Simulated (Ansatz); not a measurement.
# Mg2SO (built on the sites of a database entry of MgO): relaxing the cell for a phonon run

Wanted: the relaxed cell of Mg2SO (built on the sites of a database entry of MgO).

Method: DFT PBE, scalar-relativistic, plane waves, norm-conserving pseudopotentials, in Ansatz 0.2.0.

The structure was built from a prototype and need not be the compound's stable phase.

## Step 1: The starting structure

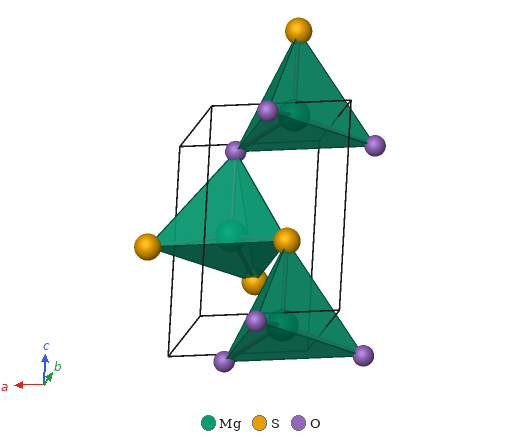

The cell as given, from a free direction (magnesium teal, sulfur orange, oxygen purple). Some periodic images of atoms are drawn too.

## Step 2: Probe on a coarse mesh

First a cheap look: the gap decides the mesh and the occupations, the pressure tells how far the cell has to move.

input.yaml reads:

```yaml
crystal:
  lattice:
    - [3.42602, 0.0, 0.0]
    - [-1.71301, 2.96702, 0.0]
    - [0.0, 0.0, 5.16099]
  atoms:
    - { symbol: Mg, position: [0.33333333, 0.66666667, 0.00215974] }
    - { symbol: Mg, position: [0.66666667, 0.33333333, 0.50215974] }
    - { symbol: S, position: [0.33333333, 0.66666667, 0.40244026] }
    - { symbol: O, position: [0.66666667, 0.33333333, 0.90244026] }
kpoints:
  mp_grid: { grid: [6, 6, 4] }
hamiltonian:
  xc: pbe
  pseudopotentials: { kind: nc }
scf:
  occupations: { method: gaussian, width: 0.1 }
output:
  forces: true
  stress: true
  eigenvalues: true
```

Launch:

```console
$ ansatz run input.yaml --threads 4 --pin off --max-ram 7168MiB --backend cpu --events-out ev --progress --plain --runs-dir out
```

Numbers of over 12 decimals in the logs are rounded to 6 here.

Output:

```text
Engine: ansatz 0.2.0, aarch64-unknown-linux-gnu
Pseudopotentials: kind: nc
Pseudopotential: Mg, nc, valence charge 10, recommended cutoff 1142.878222 eV (normal), Mg.nc.azcp
Pseudopotential: S, nc, valence charge 6, recommended cutoff 770 eV (normal), S.nc.azcp (PseudoDojo's, or run here from an input of PseudoDojo's: the run reads no file of this project's for it)
[...]
--- Band table (eV; the first three rows and the last of 24) ---
  k-point 0: bands = [... 12 lower, 5.8400, 6.3728, 6.3728, 6.8865, 10.9558, 13.7730, 15.5079, 15.5079]
  k-point 1: bands = [... 12 lower, 5.9123, 6.0612, 6.2924, 6.2924, 11.9264, 13.8947, 15.4601, 15.4601]
  k-point 2: bands = [... 12 lower, 6.0622, 6.0622, 6.1343, 6.1343, 13.1029, 14.0318, 15.4265, 15.4265]
  k-point 23: bands = [... 12 lower, 3.4334, 4.6227, 6.3181, 6.3803, 13.0744, 13.3775, 15.1456, 15.7526]
[key lines of the parts left out:]
SCF converged after 8 iterations
Free energy (F): -3998.258014 eV
Fermi energy:    8.921112 eV
P = ⅓ Tr σ = 42.5328 GPa (425.328 kbar)
```

Run time: 4 s. Hardware: 4 threads of Arm Neoverse N1, shared host; peak memory 0.42 GiB; 15 s of CPU time.

A gap read on the k-mesh alone can miss the band edges.

This step gave:

```
pressure           : 42.53 GPa
gap on the k-mesh  : 4.069 eV
volume per atom    : 13.12 Å³
direct gap on mesh : 4.069 eV
```

The coarse mesh shows a gap of 4.07 eV and a pressure of 42.5 GPa.

## Step 3: Rough relaxation

A rough relaxation comes first, because large forces or stress need no tight tolerances yet.

input.yaml: that of step 2 with these lines changed.

```diff
@@ -21 +21,6 @@
   eigenvalues: true
+relax:
+  adjacent_minimum: "off"
+  f_tol: 0.05
+  max_steps: 80
+  cell: { stress_tol: 0.5 }
```

Output:

```text
[...]
Crystal: 4 atoms, lattice volume = 52.462 Å³
Basis set: ecut = 1240 eV, 5177 PW (Γ), exchange–correlation on 80×80×120 points (8 copies of the dense FFT grid, shifted against one another)
Bands: 20, of which v1, the nominal top of the filled ones, is band 16 counted from 1 (15 counted from 0)
Symmetry: 6 space group operations
[...]
cell:  # Å, volume = 69.1913 Å³
    - [3.657623, 0, 1.1367608848298742e-16]
    - [-1.828812, 3.167595, -5.683804424149373e-17]
    - [1.7124278051098733e-16, 0, 5.972045]
  atoms:
    - { symbol: Mg, position: [0.333333, 0.666667, -0.026546] }
    - { symbol: Mg, position: [0.666667, 0.333333, 0.559548] }
    - { symbol: S, position: [0.333333, 0.666667, 0.386128] }
    - { symbol: O, position: [0.666667, 0.333333, 0.890070] }
[key lines of the parts left out:]
SCF converged after 4 iterations
Free energy (F): -4001.035481 eV
Fermi energy:    5.426870 eV
P = ⅓ Tr σ = -0.0774 GPa (-0.774 kbar)
```

Run time: 46 s. Hardware: 4 threads; peak memory 0.56 GiB; 3 min of CPU time.

Relaxation path:

| step | energy less that of the first step (eV) | largest force component (eV/Å) | pressure (GPa) | volume (Å³) |
| --- | --- | --- | --- | --- |
| 1 | 0.0000 | 4.8879 | 42.53 | 52.46 |
| 2 | -2.1668 | 1.9589 | 14.42 | 60.01 |
| 3 | -2.6368 | 0.5340 | 4.40 | 64.79 |
| 4 | -2.7146 | 0.1422 | -0.34 | 68.09 |
| 5 | -2.7154 | 0.0374 | -0.05 | 67.93 |
| 6* | -2.7662 | 0.0355 | 1.46 | 67.93 |
| 7 | -2.7760 | 0.0608 | 0.27 | 68.99 |
| 8 | -2.7772 | 0.0149 | -0.08 | 69.19 |
| 9* | -2.7775 | 0.0149 | -0.08 | 69.19 |

Relaxation steps marked * repeat the geometry before them on a plane-wave basis chosen anew for their cell, so energy and pressure can jump there.

The run keeps the 6 symmetry operations that it works with, so distortions that break them were not tested.

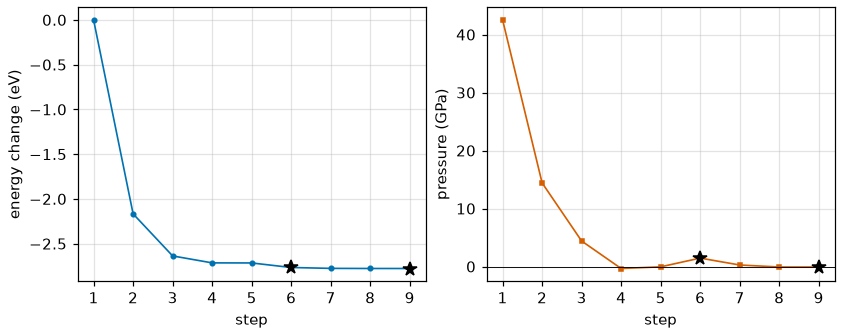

Energy and pressure along the relaxation. Stars mark steps on a basis chosen anew.

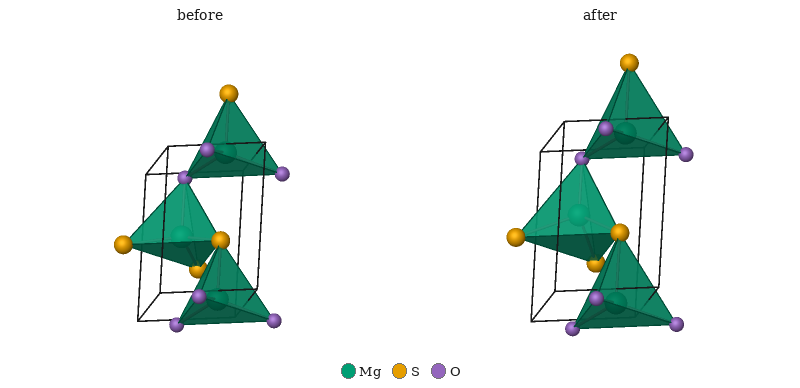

The structure before and after the relaxation, drawn at the same scale.

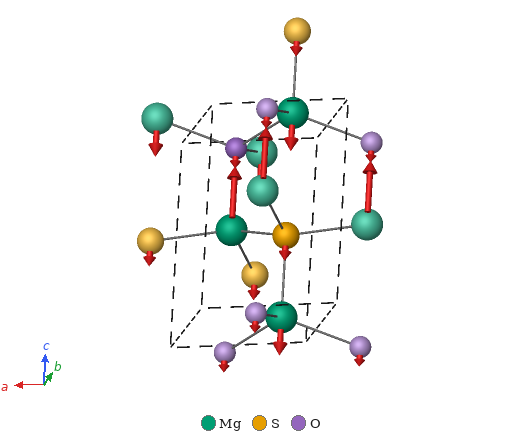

Displacements in the relaxation, exaggerated, measured against the changing cell; the longest in the cell stands for 0.34 Å. Some periodic images of atoms are drawn too.

```csv
cell as run,before,after,change
a (Å),3.426,3.658,+6.8 %
b (Å),3.426,3.658,+6.8 %
c (Å),5.161,5.972,+15.7 %
volume (Å³/atom),13.12,17.30,+31.9 %
```

The atoms that moved most (Å, as changes of fractional coordinates times the final cell):

```csv
atom,dx,dy,dz,length
Mg2,0.000,0.000,0.343,0.343
Mg1,0.000,0.000,-0.171,0.171
S3,0.000,0.000,-0.097,0.097
O4,0.000,0.000,-0.074,0.074
```

This step gave:

| Item | Value |
| --- | --- |
| pressure | -0.07737 GPa |
| gap on the k-mesh | 1.537 eV |
| volume per atom | 17.30 Å³ |
| direct gap on mesh | 1.537 eV |

In this step the volume went from 13.12 to 17.30 Å³/atom.

## Step 4: Relaxation

The cell and atoms are relaxed, since residual forces and stress would shift the frequencies.

input.yaml reads:

```yaml
crystal:
  lattice:
    - [3.6576230904, 0.0, 0.0]
    - [-1.8288115452, 3.1675945137, 0.0]
    - [0.0, 0.0, 5.9720450393]
  atoms:
    - { symbol: Mg, position: [0.3333333333, 0.6666666667, -0.026545554] }
    - { symbol: Mg, position: [0.6666666667, 0.3333333333, 0.5595481979] }
    - { symbol: S, position: [0.3333333333, 0.6666666667, 0.3861277174] }
    - { symbol: O, position: [0.6666666667, 0.3333333333, 0.8900696387] }
kpoints:
  mp_grid: { grid: [9, 9, 4] }
hamiltonian:
  xc: pbe
  pseudopotentials: { kind: nc }
scf:
  occupations: { method: gaussian, width: 0.02 }
output:
  forces: true
  stress: true
  eigenvalues: true
relax:
  adjacent_minimum: "off"
  f_tol: 0.005
  max_steps: 80
  cell: { stress_tol: 0.05 }
```

Output:

```text
[...]
Crystal: 4 atoms, lattice volume = 69.191 Å³
Basis set: ecut = 1240 eV, 6827 PW (Γ), exchange–correlation on 90×90×144 points (8 copies of the dense FFT grid, shifted against one another)
Bands: 20, of which v1, the nominal top of the filled ones, is band 16 counted from 1 (15 counted from 0)
Symmetry: 6 space group operations
[...]
k-points: 43 of 324 (time reversal used)
[...]
SCF iter   1: F=—  HF=-4002.199556 eV  |F-HF|=—  |Δ(HF+E_count)|=         —  Δρ=7.33e-2  dr2=3.38e0  ethr=3.10e-3  ⟨swp⟩=7.4  Hψ=4915  notcnv=0
[...]
SCF iter   9: F=-4001.036320 eV  HF=-4001.036320 eV  |F-HF|=2.81e-9  |Δ(HF+E_count)|=   1.46e-7  Δρ=3.58e-6  dr2=7.45e-9  ethr=3.13e-10  ⟨swp⟩=7.2  Hψ=4672  notcnv=0
SCF 1 converged in 9 iterations: F = -4001.036320 eV  dr2 = 7.45e-9
relax step   1: F+E_penalty+E_count = -4001.03632014 eV  Δ(F+E_penalty+E_count) = +0.000e0 eV  max|allowed force component| = 1.496e-2 eV/Å  Δτ_max = 0.0000 Å  P = -0.081 GPa  Ω = 69.191 Å³  (9 SCF iters, dr2 threshold 1.00e-7 eV, accepted)
Crystal: 4 atoms, lattice volume = 69.162 Å³
[...]
SCF iter   5: F=-4001.036382 eV  HF=-4001.036382 eV  |F-HF|=1.30e-9  |Δ(HF+E_count)|=   9.90e-9  Δρ=3.87e-6  dr2=9.76e-9  ethr=9.69e-11  ⟨swp⟩=4.0  Hψ=3723  notcnv=0
SCF 2 converged in 5 iterations: F = -4001.036382 eV  dr2 = 9.76e-9
relax step   2: F+E_penalty+E_count = -4001.03638192 eV  Δ(F+E_penalty+E_count) = -6.178e-5 eV  max|allowed force component| = 3.496e-3 eV/Å  Δτ_max = 0.0020 Å  P = -0.032 GPa  Ω = 69.162 Å³  energy of the carried Pulay correction = +4.460e-6 eV  (5 SCF iters, dr2 threshold 3.10e-8 eV, accepted)
[...]
SCF iter   5: F=-4001.036379 eV  HF=-4001.036379 eV  |F-HF|=4.55e-13  |Δ(HF+E_count)|=  8.73e-11  Δρ=6.70e-7  dr2=3.77e-11  ethr=1.00e-12  ⟨swp⟩=4.0  Hψ=3893  notcnv=0
SCF 3 converged in 5 iterations: F = -4001.036379 eV  dr2 = 3.77e-11
relax step   3: F+E_penalty+E_count = -4001.03637858 eV  Δ(F+E_penalty+E_count) = +3.341e-6 eV  max|allowed force component| = 3.535e-3 eV/Å  Δτ_max = 0.0000 Å  P = -0.032 GPa  Ω = 69.162 Å³  stress off target by 3.71e-2 GPa  SCF on the basis re-selected at this cell (its energy is not comparable with the rows above)  (5 SCF iters)
basis re-selected at this cell: Δ(F+E_penalty+E_count) = +3.341e-6 eV, ΔP = -0.000 GPa vs the last step (what re-selecting the basis moved, of the pressure what is left beyond the Pulay correction that the steps carried, after the strain that the cell walked since its last selection, with what the two solves' SCF thresholds leave and, on support functions, any second-order correction that the steps lacked; it is no m [...]
SCF converged after 5 iterations
Free energy (F): -4001.036379 eV
[...]
Internal energy: -4001.036379 eV  (E = F + TS)
E sigma→0 (E₀):  -4001.036379 eV
Fermi energy:    5.428439 eV
[...]
--- Forces (eV/Å), atoms counted from 1 ---
  atom   1  Mg     0.00000000    -0.00000000    -0.00000842
  atom   2  Mg    -0.00000000     0.00000000     0.00186813
  atom   3  S      0.00000000     0.00000000    -0.00354829
  atom   4  O      0.00000000    -0.00000000     0.00163661
  max |Σ_I F_I| component: 5.20e-5 eV/Å
--- Stress (GPa, compression-positive) ---
       -0.037123       0.000000       0.000000
        0.000000      -0.037123      -0.000000
        0.000000      -0.000000      -0.022308
  P = ⅓ Tr σ = -0.0322 GPa (-0.322 kbar)
--- Band table (eV; the first three rows and the last of 43) ---
  k-point 0: bands = [... 12 lower, 2.6652, 3.4908, 4.6589, 4.6589, 6.1978, 10.6312, 12.9200, 13.3510]
  k-point 1: bands = [... 12 lower, 2.6691, 2.7966, 4.6526, 4.6526, 7.0575, 10.5689, 11.7645, 13.3448]
  k-point 2: bands = [... 12 lower, 2.6731, 2.6731, 4.6462, 4.6462, 8.1138, 9.9521, 11.1799, 13.3648]
  k-point 42: bands = [... 12 lower, 1.5588, 2.1550, 3.0723, 3.3870, 9.7114, 10.5444, 10.7292, 12.0087]
--- Relaxed structure (2 steps of the walk, 2 accepted, 1 SCFs on fresh bases) ---
[...]
cell:  # Å, volume = 69.1623 Å³
    - [3.655761, 0.0, 0]
    - [-1.827880, 3.165982, 0]
    - [0, 0, 5.975626]
  atoms:
    - { symbol: Mg, position: [0.333333, 0.666667, -0.026207] }
    - { symbol: Mg, position: [0.666667, 0.333333, 0.559461] }
    - { symbol: S, position: [0.333333, 0.666667, 0.386188] }
    - { symbol: O, position: [0.666667, 0.333333, 0.889758] }
```

Run time: 34 s. Hardware: 4 threads; peak memory 0.65 GiB.

Little changed from the start: no atom moved by 0.005 Å and no cell edge by 0.1 %.

This step gave:

```
pressure           : -0.03218 GPa
gap on the k-mesh  : 1.539 eV
volume per atom    : 17.29 Å³
direct gap on mesh : 1.539 eV
```

In this step the volume went from 17.30 to 17.29 Å³/atom.

## Step 5: Tight relaxation

Phonons need a cell at rest on their own settings, so the relaxation is repeated with tight tolerances on forces and stress, using the mesh and the filling of the phonon run that follows.

input.yaml, the sections that differ from step 4:

```yaml
crystal:
  lattice:
    - [3.6557606758, 0.0, 0.0]
    - [-1.8278803379, 3.1659816154, 0.0]
    - [0.0, 0.0, 5.9756258141]
  atoms:
    - { symbol: Mg, position: [0.3333333333, 0.6666666667, -0.0262067286] }
    - { symbol: Mg, position: [0.6666666667, 0.3333333333, 0.5594606002] }
    - { symbol: S, position: [0.3333333333, 0.6666666667, 0.3861878926] }
    - { symbol: O, position: [0.6666666667, 0.3333333333, 0.8897582358] }
scf:
  occupations: { method: fixed }
relax:
  adjacent_minimum: "off"
  f_tol: 0.001
  max_steps: 60
  cell: { stress_tol: 0.01 }
# kpoints, hamiltonian, output: as in step 4
```

Output:

```text
[...]
Crystal: 4 atoms, lattice volume = 69.162 Å³
Basis set: ecut = 1240 eV, 6827 PW (Γ), exchange–correlation on 90×90×144 points (8 copies of the dense FFT grid, shifted against one another)
Bands: 20, of which v1, the nominal top of the filled ones, is band 16 counted from 1 (15 counted from 0)
Symmetry: 6 space group operations
[...]
cell:  # Å, volume = 69.1254 Å³
    - [3.654643, 0, -1.380454157472666e-19]
    - [-1.827322, 3.165014, 0]
    - [-2.25645993546025e-19, 0, 5.976086]
  atoms:
    - { symbol: Mg, position: [0.333333, 0.666667, -0.026174] }
    - { symbol: Mg, position: [0.666667, 0.333333, 0.559514] }
    - { symbol: S, position: [0.333333, 0.666667, 0.386082] }
    - { symbol: O, position: [0.666667, 0.333333, 0.889778] }
[key lines of the parts left out:]
SCF converged after 8 iterations
Free energy (F): -4001.036386 eV
Fermi energy:    4.667636 eV
P = ⅓ Tr σ = -0.0000 GPa (-0.000 kbar)
```

Run time: 58 s. Hardware: 4 threads; peak memory 0.64 GiB; 3.7 min of CPU time.

Little changed from the start: no atom moved by 0.005 Å and no cell edge by 0.1 %.

Numbers from this step:

```yaml
pressure: -1.53e-5 GPa
gap_on_the_k_mesh: 1.535 eV
volume_per_atom: 17.28 Å³
direct_gap_on_mesh: 1.535 eV
```

The largest force component left is 0.11 meV/Å and the pressure is 0.000 GPa, within the tolerances set. The cell now holds 17.28 Å³/atom.

## Step 6: Results

```
space group after relaxation (within 0.01 Å) : P3m1
lattice constant a                           : 3.655 Å
lattice constant b                           : 3.655 Å
lattice constant c                           : 5.976 Å
volume per atom                              : 17.3 Å³
gap on the k-mesh                            : 1.54 eV
```

The largest force component left is 0.11 meV/Å and the pressure is 0.000 GPa, within the tolerances set. The cell now holds 17.28 Å³/atom. The relaxation keeps the symmetry of its start, so it says nothing on stability against lower symmetry. The starting cell was built on a prototype and not taken from a measurement, so the phase need not exist.

[Logs are printed without paths, hosts, clocks, repeated set-up lines and the standing remarks that a program may print on its own settings, such as how far it seeks lower states.]

[Hosts, paths, dates, database ids (printed as entryN), source tags and the programs' standing remarks are cut or masked in the printed files.]
